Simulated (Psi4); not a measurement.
# SiCl2 (SMILES Cl[Si]Cl) at HSE06/cc-pVTZ

What is the vertical singlet–triplet gap of SiCl2 at HSE06/cc-pVTZ? 

Program for the calculation: Psi4 1.11.

3 further runs of the same task are left out: 3 set aside as unsound or not needed.

## 1. The structure to begin with

The species is SiCl2 (3 atoms), meant as a singlet with charge 0. SMILES: `Cl[Si]Cl`. The coordinates come from a PBE0-D4/def2-TZVP relaxation.

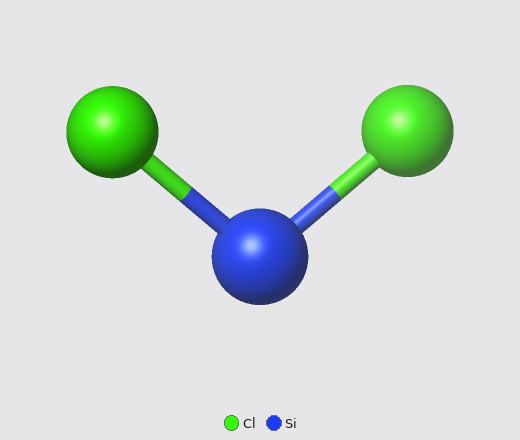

The structure, seen from a chosen angle (chlorine green, silicon blue).

## 2. The energy at HSE06/cc-pVTZ

The input, calc.inp:

```
memory 1.6 GB

molecule system {
  0 1
  Cl     0.293800     1.603800     0.338000
  Si    -0.770100    -0.010400    -0.422000
  Cl     0.476300    -1.593400     0.084000
  symmetry c1
  no_reorient
  no_com
}

set {
  basis cc-pVTZ
  puream true
  e_convergence 1e-09
  d_convergence 1e-08
  scf_type pk
  dft_radial_points 99
  dft_spherical_points 590
}

e, wfn = energy('hse06', return_wfn=True)
oeprop(wfn, 'DIPOLE', 'WIBERG_LOWDIN_INDICES', 'LOWDIN_CHARGES')
```

Command:

```bash
psi4 -i calc.inp -o calc.out -n 1
```

calc.out:

```text
[...]
  Running in c1 symmetry.
[...]
  Nuclear repulsion =  168.862006344462912
[...]
  Multiplicity = 1
[...]
  Nalpha       = 24
  Nbeta        = 24
[...]
    Number of basis functions: 102
[...]
   @RKS iter   1: -1209.59383172456705   -1.76675e-01   3.49789e-03 ADIIS/DIIS
[...]
   @RKS iter   9: -1209.64087851441354   -7.25322e-11   7.39855e-09 DIIS
[...]
    Orbital Energies [Eh]
    ---------------------
    Doubly Occupied:
       1A   -101.733531     2A   -101.733520     3A    -66.347460
       4A     -9.531094     5A     -9.531081     6A     -7.260991
       7A     -7.260979     8A     -7.258419     9A     -7.258407
      10A     -7.256678    11A     -7.256666    12A     -5.396105
      13A     -3.731762    14A     -3.728887    15A     -3.725884
      16A     -0.859818    17A     -0.833168    18A     -0.514019
      19A     -0.411515    20A     -0.374802    21A     -0.370760
      22A     -0.341351    23A     -0.324389    24A     -0.270716
[...]
  @RKS Final Energy: -1209.64087851441354
   => Energetics <=
    Nuclear Repulsion Energy =            168.8620063444629125
    One-Electron Energy =               -2008.4148360539122677
    Two-Electron Energy =                 688.8096402774530134
    DFT Exchange-Correlation Energy =     -58.8976890824173722
    Empirical Dispersion Energy =           0.0000000000000000
    VV10 Nonlocal Energy =                  0.0000000000000000
    Total Energy =                      -1209.6408785144135436
[...]
 Multipole Moments:
 ------------------------------------------------------------------------------------
     Multipole            Electronic (a.u.)      Nuclear  (a.u.)        Total (a.u.)
 ------------------------------------------------------------------------------------
 L = 1.  Multiply by 2.5417464519 to convert [e a0] to [Debye]
 Dipole X            :         -4.6782572            4.3658343           -0.3124229
 Dipole Y            :         -0.0630205            0.0589595           -0.0040611
 Dipole Z            :         -2.5635775            2.3923933           -0.1711843
 Magnitude           :                                                    0.3562705
[...]
```

Wall time 31 s (1 thread of Intel Xeon 6975P-C (Granite Rapids), shared host); peak memory 0.93 GiB.

## 3. The triplet, same level

The input, run.py:

```python
import psi4

psi4.set_memory('1600 MB')
psi4.set_num_threads(1)
psi4.core.set_output_file('cl2si.out', False)

geom = psi4.geometry("""
0 3
Cl     0.55520154     3.03074276     0.63872743
Si    -1.45527809    -0.01965315    -0.79746442
Cl     0.90007655    -3.01108961     0.15873699
units bohr
symmetry c1
""")

options = {'basis': 'cc-pVTZ', 'reference': 'uks', 'puream': True, 'e_convergence': 1e-09, 'd_convergence': 1e-08, 'scf_type': 'pk', 'dft_radial_points': 99, 'dft_spherical_points': 590, 'maxiter': 200}
psi4.set_options(options)

E, wfn = psi4.energy('hse06', molecule=geom, return_wfn=True)
psi4.oeprop(wfn, 'MAYER_INDICES', 'LOWDIN_CHARGES', 'WIBERG_LOWDIN_INDICES', title='HSE06')
print(f'hse06 energy: {E:.10f} Eh')
for k, v in sorted(psi4.core.scalar_variables().items()):
    print(f'{k:45s} {v:18.10f}')
```

Command:

```bash
python run.py
```

cl2si.out:

```text
[...]
  Running in c1 symmetry.
[...]
  Nuclear repulsion =  168.862006363829693
[...]
  Multiplicity = 3
[...]
  Nalpha       = 25
  Nbeta        = 23
[...]
    Number of basis functions: 102
[...]
   @UKS iter   1: -1209.50914201891601   -9.19849e-02   3.33408e-03 ADIIS/DIIS
[...]
   @UKS iter  11: -1209.55691075012828   -6.82121e-12   9.77040e-09 DIIS
[...]
   @S^2 Observed:                2.003541350E+00
[...]
    Orbital Energies [Eh]
    ---------------------
    Alpha Occupied:
       1A   -101.743387     2A   -101.743381     3A    -66.354241
       4A     -9.539655     5A     -9.539647     6A     -7.272679
       7A     -7.272672     8A     -7.265431     9A     -7.265423
      10A     -7.265224    11A     -7.265216    12A     -5.405797
      13A     -3.741157    14A     -3.740565    15A     -3.738547
      16A     -0.867466    17A     -0.841558    18A     -0.533843
      19A     -0.422521    20A     -0.386515    21A     -0.378461
      22A     -0.346861    23A     -0.329572    24A     -0.316742
      25A     -0.187334
    Alpha Virtual:
[...]
  @UKS Final Energy: -1209.55691075012828
   => Energetics <=
    Nuclear Repulsion Energy =            168.8620063638296926
    One-Electron Energy =               -2008.0503306517757665
    Two-Electron Energy =                 688.5335034898199638
    DFT Exchange-Correlation Energy =     -58.9020899520023846
    Empirical Dispersion Energy =           0.0000000000000000
    VV10 Nonlocal Energy =                  0.0000000000000000
    Total Energy =                      -1209.5569107501282815
[...]
 Multipole Moments:
 ------------------------------------------------------------------------------------
     Multipole            Electronic (a.u.)      Nuclear  (a.u.)        Total (a.u.)
 ------------------------------------------------------------------------------------
 L = 1.  Multiply by 2.5417464519 to convert [e a0] to [Debye]
 Dipole X            :          0.1951205           -0.7095860           -0.5144655
 Dipole Y            :          0.0024292           -0.0084433           -0.0060140
 Dipole Z            :         -0.0000000            0.0000000           -0.0000000
 Magnitude           :                                                    0.5145007
[...]
```

Standard output:

```text
Memory set to   1.490 GiB by Python driver.
  Threads set to 1 by Python driver.
hse06 energy: -1209.5569107501 Eh
CURRENT ENERGY                                  -1209.5569107501
CURRENT REFERENCE ENERGY                        -1209.5569107501
DD SOLVATION ENERGY                                 0.0000000000
DFT FUNCTIONAL TOTAL ENERGY                     -1209.5569107501
DFT TOTAL ENERGY                                -1209.5569107501
DFT VV10 ENERGY                                     0.0000000000
DFT XC ENERGY                                     -58.9020899520
GRID ELECTRONS ALPHA                               24.9999995108
GRID ELECTRONS BETA                                22.9999994782
GRID ELECTRONS TOTAL                               47.9999989889
NUCLEAR REPULSION ENERGY                          168.8620063638
ONE-ELECTRON ENERGY                             -2008.0503306518
PCM POLARIZATION ENERGY                             0.0000000000
PE ENERGY                                           0.0000000000
SCF ITERATION ENERGY                            -1209.5569107501
SCF ITERATIONS                                     11.0000000000
SCF TOTAL ENERGY                                -1209.5569107501
TWO-ELECTRON ENERGY                               688.5335034898
XC GRID RADIAL POINTS                              99.0000000000
XC GRID SPHERICAL POINTS                          590.0000000000
XC GRID TOTAL POINTS                           163203.0000000000
```

Run time: 41 s. Hardware: 1 thread of Intel Xeon 6975P-C (Granite Rapids), shared host; peak memory 0.93 GiB.

## 4. Results

At HSE06/cc-pVTZ:

| quantity | value |
| --- | --- |
| singlet: total energy | -1209.64088 Eh |
| singlet: dipole moment | 0.91 D |
| singlet: HOMO energy | -7.37 eV |
| singlet: LUMO energy | -3.25 eV |
| singlet: HOMO–LUMO gap | 4.11 eV |
| triplet: total energy | -1209.55691 Eh |
| triplet: dipole moment | 1.31 D |
| triplet: HOMO energy (highest over α and β) | -5.10 eV |
| triplet: ⟨S²⟩ | 2.004 |
| vertical energy of the triplet above the singlet | 2.285 eV |

In words: At this shape the triplet lies 2.28 eV (220 kJ/mol) above the singlet.
